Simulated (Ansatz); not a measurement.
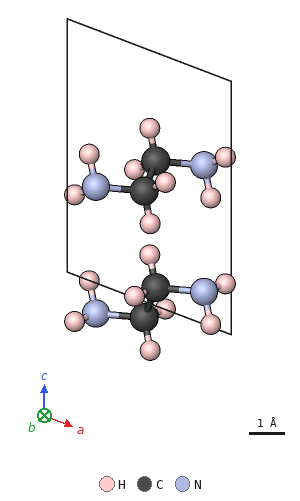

Starting frame of a dynamics run of a 24-atom cell of H4CN (set up in P2_1/c). Style: ball-and-stick. Shown: the simulation cell, along the b axis.

The calculation used DFT LDA, scalar-relativistic, plane waves, PAW in Ansatz.

Input file:
```yaml
accuracy: low
crystal:
  lattice:
    - [5.042021, 0.0, 0.0]
    - [0.0, 5.18837, 0.0]
    - [-2.590641, 0.0, 6.794892]
  atoms:
    - { symbol: H, position: [0.8702, 0.7232, 0.5052] }
    - { symbol: H, position: [0.1298, 0.2232, 0.9948] }
    - { symbol: H, position: [0.1298, 0.2768, 0.4948] }
    - { symbol: H, position: [0.8702, 0.7768, 0.0052] }
    - { symbol: H, position: [0.9595, 0.5829, 0.6877] }
    - { symbol: H, position: [0.0405, 0.0829, 0.8123] }
    - { symbol: H, position: [0.0405, 0.4171, 0.3123] }
    - { symbol: H, position: [0.9595, 0.9171, 0.1877] }
    - { symbol: H, position: [0.406, 0.7593, 0.5019] }
    - { symbol: H, position: [0.594, 0.2593, 0.9981] }
    - { symbol: H, position: [0.594, 0.2407, 0.4981] }
    - { symbol: H, position: [0.406, 0.7407, 0.0019] }
    - { symbol: H, position: [0.4988, 0.5771, 0.6882] }
    - { symbol: H, position: [0.5012, 0.0771, 0.8118] }
    - { symbol: H, position: [0.5012, 0.4229, 0.3118] }
    - { symbol: H, position: [0.4988, 0.9229, 0.1882] }
    - { symbol: C, position: [0.5352, 0.6194, 0.5681] }
    - { symbol: C, position: [0.4648, 0.1194, 0.9319] }
    - { symbol: C, position: [0.4648, 0.3806, 0.4319] }
    - { symbol: C, position: [0.5352, 0.8806, 0.0681] }
    - { symbol: "N", position: [0.8294, 0.7134, 0.624] }
    - { symbol: "N", position: [0.1706, 0.2134, 0.876] }
    - { symbol: "N", position: [0.1706, 0.2866, 0.376] }
    - { symbol: "N", position: [0.8294, 0.7866, 0.124] }
basis:
  ecutwfc: 420.0
kpoints:
  mp_grid: { grid: [2, 2, 1] }
hamiltonian:
  xc: lda
scf:
  occupations: { method: fermi_dirac, width: 0.002 }
  lower_state_search: "off"
md:
  timestep: 0.5
  n_steps: 200
  ensemble: nve
  temperature: 2400.0
  initial_velocities: maxwell_boltzmann
  seed: 84651
```

Command:
```bash
ansatz run input.yaml --threads 1 --pin off --max-ram 3072MiB --backend cpu --events-out ev --progress --plain --runs-dir out
```

What does the trajectory do?

The mean temperature in the second half is 1728 K (standard deviation 324 K). The potential energy in the second half lies on average 83.3 meV per atom above the first frame. In the second half of the run the atoms are, in the root-mean-square, this far from where they began (common drift taken out): H 0.98 Å, N 0.88 Å, C 0.43 Å. The heavy atoms stay within a fraction of a molecule's size of their starting places; so short a run doesn't tell a liquid from a solid. The total energy stays between −2.3 and 1.7 meV per atom of its start. A straight-line fit has a slope that amounts to +0.22 meV per atom over 100 fs (under 0.1 % of the mean kinetic energy), and the ripple about it is 1.5 % of the kinetic energy's fluctuation. With a drift under 2 % and a ripple under 7 %, the integration is accurate.

Along the run (each row but the first and the last is the mean over the interval that it begins):

```csv
time (fs),potential energy (meV/atom),T (K)
0.0,0.0,2400
16.5,72.6,1814
33.0,79.3,1759
49.5,79.6,1756
66.0,96.3,1625
82.5,74.3,1800
99.0,76.0,1791
```

The paths of the atoms:

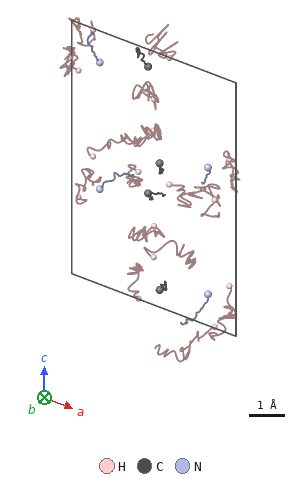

Limits of the set-up: the program's low-accuracy preset was used.

Cost: 4.2 min on 1 thread of Arm Neoverse V1, with other jobs on the host, peak memory 0.38 GiB.
